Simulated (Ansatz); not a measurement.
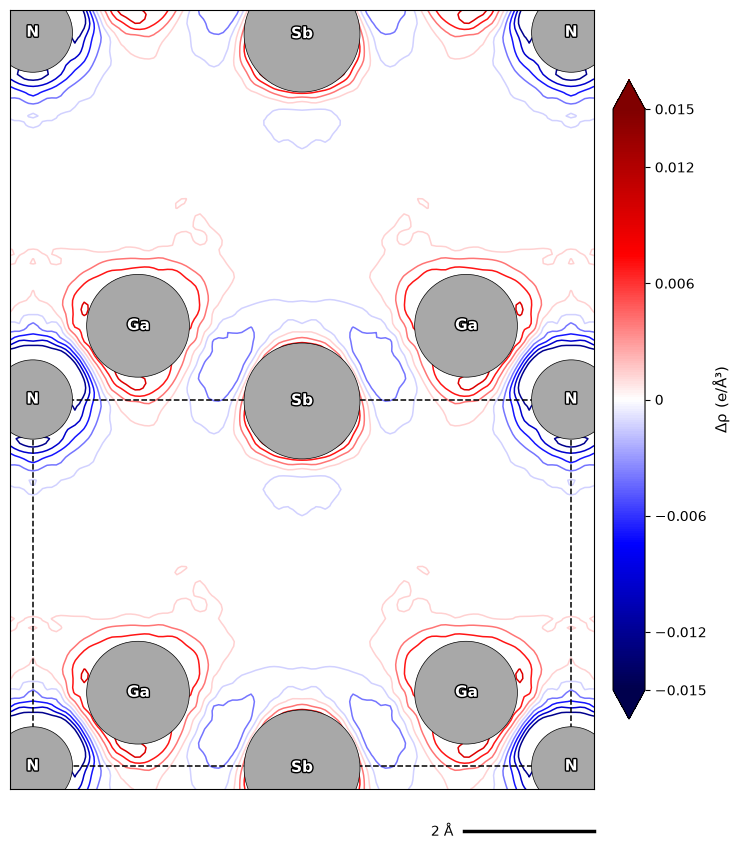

Ga4Sb3N. Difference of the valence pseudo-densities of two functionals at the same geometry, on the (100) plane of the calculation cell: PBE less r2SCAN.

Space group Pmm2; started from the ordered alloy on zincblende lattice prototype, which need not be the ambient phase.

Both computed with Ansatz (plane waves, PAW), on the same k-point mesh. Grey discs cover the atomic cores.

> Where does the change of functional move the electrons?

Against r2SCAN, PBE gives less density around N (−0.011 e/Å³ on average at 0.8 Å from the nucleus), more density around Ga (+0.006 e/Å³ on average at 1.0 Å from the nucleus) and a change of −0.006 e/Å³ at the midpoint of Ga–Sb.
